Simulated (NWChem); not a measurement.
# Energy and gradient calculation of CH$_{4}$NSi

- system: CH$_{4}$NSi, multiplicity 2
- method: B3LYP/6-31G*, UKS (NWChem 7.3.0)

The geometry comes from this level: GFN2-xTB.

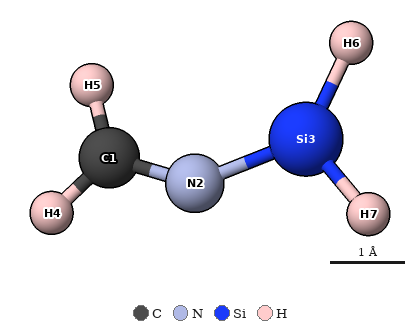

Figure 1. The input geometry (ball-and-stick view, seen at a tilt; atoms are numbered from 1 in the order of the input). Bond lengths as drawn: C–H 1.08 Å, C–N 1.30 Å, H–Si 1.45 to 1.46 Å and N–Si 1.64 Å.

Input
```python
from ase import Atoms
from ase.calculators.nwchem import NWChem

mol = Atoms(['C', 'N', 'Si', 'H', 'H', 'H', 'H'], positions=[
    [-1.243710, -0.210880, -0.669260],
    [-0.016440, -0.432190, -0.308170],
    [1.178680, 0.190460, 0.630130],
    [-1.697610, -0.908750, -1.356980],
    [-1.844990, 0.624540, -0.331550],
    [1.258060, 1.367600, 1.486690],
    [2.366000, -0.630770, 0.549130],
])

calc = NWChem(
    label='work',
    theory='dft',
    memory='2200 mb',
    basis='6-31G*',
    dft={'xc': 'b3lyp', 'mult': '2', 'grid': 'xfine', 'convergence': 'energy 1e-08', 'iterations': '100', 'mulliken': None, 'print': 'low'},
)
mol.calc = calc

forces = mol.get_forces()
e = mol.get_potential_energy()
print(f"E = {e:.6f} eV")
print("forces (eV/A):")
for s, f in zip(mol.symbols, forces):
    print(f"{s:2s} {f[0]:10.5f} {f[1]:10.5f} {f[2]:10.5f}")
```

File work.nwi
```
title "work"

permanent_dir work

scratch_dir work

start work

geometry units angstrom nocenter noautosym noautoz
  C  -1.2437100000000001e+00 -2.1088000000000001e-01 -6.6925999999999997e-01
  N  -1.6440000000000000e-02 -4.3219000000000002e-01 -3.0817000000000000e-01
  Si 1.1786799999999999e+00 1.9045999999999999e-01 6.3012999999999997e-01
  H  -1.6976100000000001e+00 -9.0874999999999995e-01 -1.3569800000000001e+00
  H  -1.8449899999999999e+00 6.2453999999999998e-01 -3.3155000000000001e-01
  H  1.2580600000000000e+00 1.3675999999999999e+00 1.4866900000000001e+00
  H  2.3660000000000001e+00 -6.3077000000000005e-01 5.4913000000000001e-01
end

memory 2200 mb

basis noprint
   * library 6-31G*
end

dft
  xc b3lyp
  mult 2
  grid xfine
  convergence energy 1e-08
  iterations 100
  mulliken
  print low
end

task dft gradient
```

Run on 1 thread of Intel Xeon @ 2.50GHz (Skylake/Cascade Lake), 64 GiB of memory available, shared host.

Launched with:
```bash
export ASE_NWCHEM_COMMAND="nwchem PREFIX.nwi > PREFIX.nwo"
python run.py
```

Log
```
E = -10467.621343 eV
forces (eV/A):
C     0.96751   -0.25680    0.22374
N    -1.33245    0.01702   -0.55757
Si    0.58518   -0.21608    0.10248
H    -0.34556   -0.21577   -0.29197
H    -0.25444    0.33980    0.13298
H    -0.18373    0.50296    0.27470
H     0.56353   -0.17108    0.11570
```

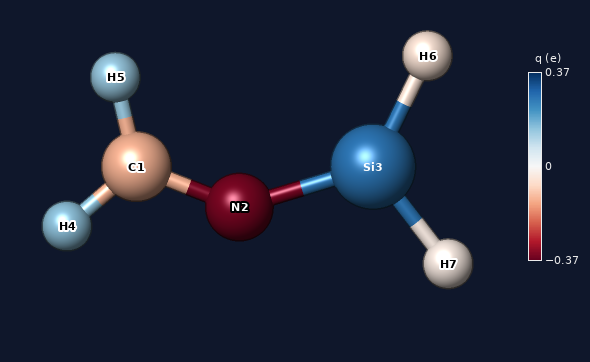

Figure 2. Mulliken charges, as the colour of each atom (ball-and-stick view, seen on its broad side; atoms are numbered from 1 in the order of the input). By element: C −0.13, N −0.35, Si +0.27 and H −0.05 to +0.15 e.

Summary

| quantity | value |
| --- | --- |
| outcome | converged |
| total energy | −384.677992 hartree |
| largest force | 1.445 eV/Å |
| ⟨S²⟩ | 0.770 |
| wall time | 56 s |
| peak memory | 0.14 GiB |
